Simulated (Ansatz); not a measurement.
**Fields on a plane of BP (zinc blende)**

```
BP
1.0
    0.00000     2.26010     2.26010
    2.26010     0.00000     2.26010
    2.26010     2.26010     0.00000
P B
1 1
Direct
  0.75000   0.75000   0.75000
  0.00000   0.00000   0.00000
```

The slice is a {110} plane (indices of the conventional cell) through the point (0.750, 0.750, 0.750) (fractional), spanned by u = [100] and v = [1 -1 -1] in vectors of this cell: u (3.20 Å) and v (4.52 Å, at 90° to u). It covers one period; positions are fractions (u, v).

Atoms on it: P at (0.00, 0.00); B at (0.50, 0.75).

These are PBEsol (plane waves to 420 eV, PAW, scalar-relativistic; Ansatz, a quantum-chemistry and plane-wave program) values and carry that method's errors. k mesh 13×13×13. Inside the PAW spheres the values are not all-electron values, and peaks at nuclei hang on which shells count as valence. BP was relaxed with its symmetry unable to fall. The PAW data are Ansatz's earlier set.

```
|xxxxxx337799999988776655556677889999997733xxxx|
|xxxxxx669999999999887766667788999999999966xxxx|
|1122558899999999998877666677889999999999885522|
|4455779999999999998866555566889999999999997755|
|6677889999999999997744222244779999999999998877|
|77778899999999997744xxxxxxxx557799999999998877|
|667777888899888866xxxxxxxxxxxx6688889988887777|
|556666777788776644xxxxxxxxxxxx4466778877776666|
|444455556666665533xxxxxxxxxxxx3355666666555544|
|22223333445555443311xxxxxxxx113344555544333322|
|1111112233334444443322222222334444443333221111|
|0000001122333344444444444444444444333322110000|
|0000000011223344555555666655555544332211000000|
|0000000011112233445555666655554433221111000000|
|0000000000112233444455555555444433221100000000|
|0000000000001122333344444444333322110000000000|
|0000000000000011222233333333222211000000000000|
|0000000000000000111122222222111100000000000000|
|0000000000000000000011111111000000000000000000|
|0000000000000000000000000000000000000000000000|
|1111110000000000000000000000000000000000001111|
|2222221111000000000000000000000000000011112222|
|4444332222110000000000000000000000001122223344|
|5555554433221100000000000000000000112233445555|
|6666665544332211000000000000000011223344556666|
|7777666655443322110000000000001122334455666677|
|6666666666554433221100000000112233445566666666|
|4444445555554444221111000011112244445555554444|
|1111223344555555442211111111224455555544332211|
|xxxxxx113355666655443322223344556666553311xxxx|
|xxxxxx003366777766554433334455667777663300xxxx|
|xxxxxx115577888877665544445566778888775511xxxx|
```
Scale: ten equal steps from 0.01 (start of '0') to 0.95 (end of '9'), in the order '0123456789'. Values: electron localisation function (ELF). The map has 23 points along u (two characters each, u = 0 at the left) and 32 along v (v = 0 in the bottom row). Points within 0.4 Å of a nucleus are blanked (x), as the pseudised field means little there.

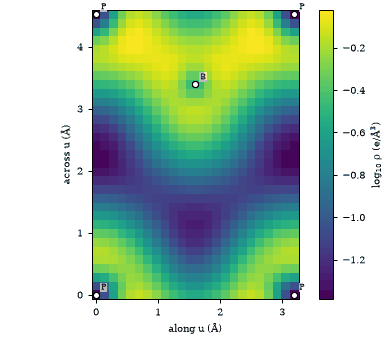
*Log₁₀ of the valence density in e/Å³, one period of the plane, atoms marked. The scale is logarithmic, as a density can span decades between atoms and voids.*

The density on the P–B line (1.96 Å) at its midpoint comes out as 0.90 e/Å³ and the ELF at that point is 1.0. ELF maximum in the middle third of the P–B line: 0.95, 0.9 Å from P.
